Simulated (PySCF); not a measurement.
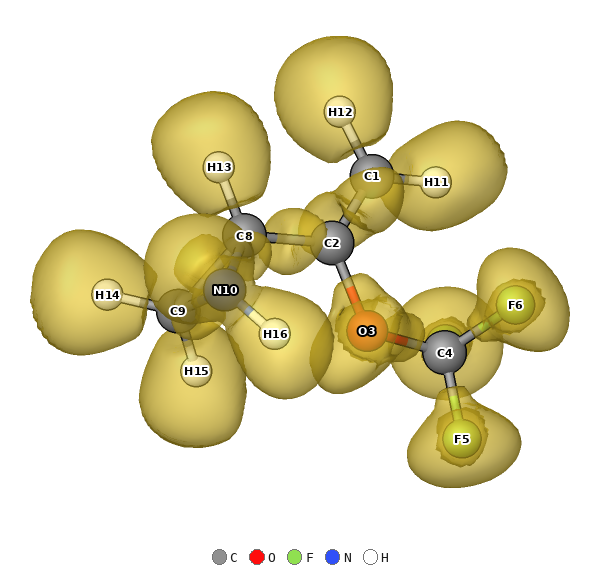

Figure. C₅H₆F₃NO (SMILES C=C(OC(F)(F)F)[C@H]1CN1). Isosurface of the electron localisation function at 0.75 (yellow), seen at a tilt. Only the valence region is drawn (cores and ρ < 0.01 e/Å³ removed).

Geometry: GFN2-xTB.

Computed with WP04/pcSseg-1, SCF density, in a tetrahydrofuran solvent model, non-relativistic in PySCF.

The calculation's input:

```
{"job": {"xc": "WP04", "basis": "pcSseg-1", "solvent": "tetrahydrofuran", "kind": "nmr", "pop": true}, "charge": 0, "multiplicity": 1}
C      0.185315     1.769142     0.608292
C     -0.054340     0.506589     0.296231
O      0.881543    -0.370073    -0.296170
C      2.088188     0.056085    -0.607156
F      2.761654    -0.949850    -1.159507
F      2.814130     0.477010     0.440594
F      2.105944     1.064959    -1.493084
C     -1.336821    -0.192571     0.531447
C     -1.866357    -1.149754    -0.479823
N     -1.376869    -1.614498     0.789685
H      1.121640     2.266346     0.436124
H     -0.593513     2.352971     1.060816
H     -2.046131     0.389422     1.107411
H     -2.938290    -1.213191    -0.607035
H     -1.288342    -1.324581    -1.378907
H     -0.465350    -2.059061     0.739672
```

Launched as:

```sh
OMP_NUM_THREADS=1 python ens_run.py task.json out
```

**Where are the electrons localised?**

The ELF exceeds this value in three regions between bonded C–C atoms (shared pairs), five regions around hydrogen nuclei, three regions on F in which the atom's valence shell and bonds are merged, one region on O in which the atom's valence shell and bonds are merged and one joined region spread over several atoms (H, N), in which their bonds and any lone pairs are merged. Along the contacts the grid gives the following. C–O (1.32 Å): the ELF peaks at about 0.90 between the atoms: a polar covalent bond. C–C (1.32 Å): the ELF peaks at about 0.90 between the atoms: a multiple bond.
